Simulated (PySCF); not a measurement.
Sn(Me)2(SiH3)2, SMILES [CH3][Sn]([CH3])([SiH3])[SiH3], singlet at its GFN2-xTB optimised geometry (Å):

```
17

C      1.3346    -1.4301    -0.2266
Sn     0.6732     0.6607     0.0000
C      1.3473     1.5772    -1.8893
Si    -1.8878     0.6607     0.0000
Si     2.0343     1.6963     1.9070
H      0.8811    -1.8877    -1.0988
H      1.0662    -2.0266     0.6385
H      2.4108    -1.4855    -0.3469
H      1.0710     2.6241    -1.9451
H      0.9078     1.0719    -2.7418
H      2.4251     1.5124    -1.9873
H     -2.4108    -0.0254    -1.1769
H     -2.3972    -0.0153     1.1890
H     -2.4020     2.0266     0.0000
H      2.1610     0.7537     3.0136
H      3.3741     2.0588     1.4566
H      1.3799     2.9005     2.4097
```

Level of theory: PBE0/def2-SVP, def2 effective core potentials past Kr in PySCF 2.14.0. The core electrons that the potentials of Sn replace are not part of the density. Cells within 0.4 Å of a nucleus heavier than hydrogen are left out (blank, or x).

Map of the LUMO amplitude (bohr^(-3/2)) on the plane z = 0.0 Å; orbital energy -0.27 eV, overall sign arbitrary:

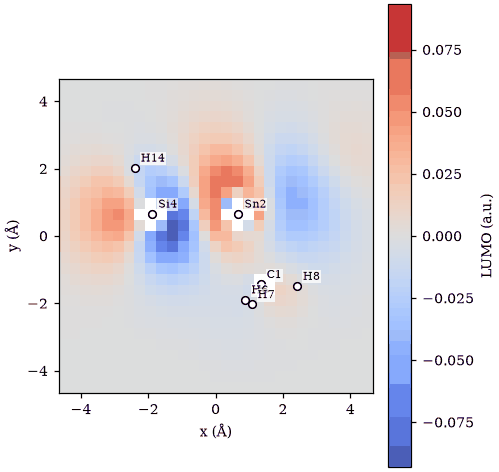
*LUMO amplitude (bohr^(-3/2)) on the plane z = 0.0 Å.*
